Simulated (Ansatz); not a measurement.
The reference is La2O3 (space group P-3m1, No. 164; a = 3.9353 Å, c = 6.1263 Å). Axes: x lies along a and z along c of the hexagonal cell.

Structures relaxed with plane-wave PAW DFT at the r2SCAN level (Ansatz, a program for electronic structure, 500 eV), spin-orbit coupling left out.

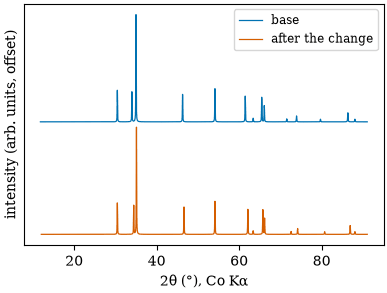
*Simulated powder patterns before (top) and after one change*

### Question
What was done to the base?
(A) biaxial strain +1.64 %, plane normal [001], relaxed out of plane
(B) isotropic strain −1.14 %
(C) isotropic strain +1.77 %
(D) uniaxial strain ε_zz = −1.25 %

### Answer
D, uniaxial strain ε_zz = −1.25 %. Its volume per atom is 16.23 Å³ against 16.43 Å³, and its space group is P-3m1 (No. 164).

No phonon test of stability was made.
